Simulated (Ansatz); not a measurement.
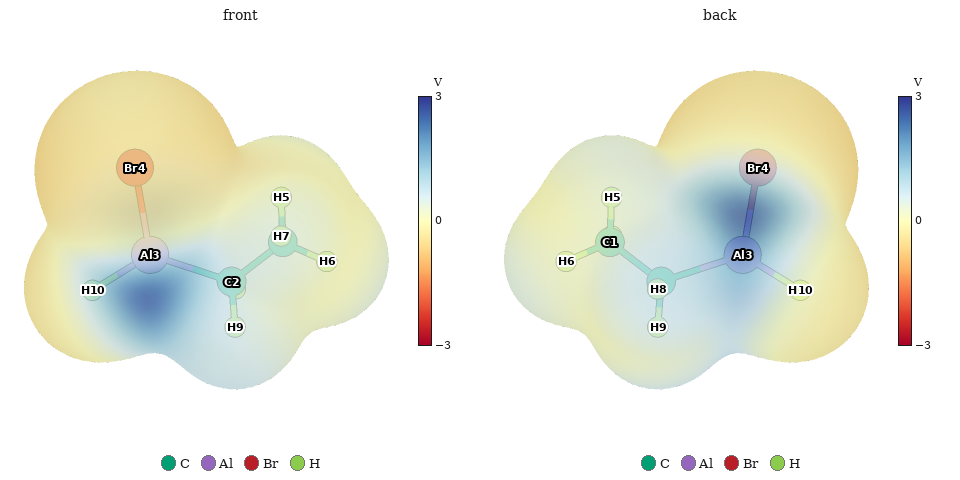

Figure. C₂H₆AlBr (SMILES C[CH2][AlH][Br]). The molecular electrostatic potential painted on the density surface at 0.001 e/bohr³, seen from the front and from behind; red is negative and blue positive.

Geometry: r2SCAN-D4/def2-SVP.

Level of theory: isolated molecule in a Gaussian basis; Kohn-Sham density functional theory, functional PBE0 (Ansatz).

```xyz
10

C     2.0362   -0.4558   -1.4395
C     0.8677   -1.4020   -1.1429
Al    0.5149   -1.8721    0.7198
Br    1.8394   -1.0036    2.3469
H     1.9098    0.5177   -0.9392
H     2.1433   -0.2583   -2.5193
H     2.9947   -0.8679   -1.0851
H    -0.0795   -0.9912   -1.5481
H     0.9909   -2.3581   -1.6913
H    -0.6517   -2.8345    1.1883
```

Describe the electrostatic potential map.

Answer. The most negative region (about −0.6 V) lies over Br4, the most positive (about +2.4 V) over Al3.

What dipole moment does the calculation give?

Answer. Its dipole moment is 1.93 D.
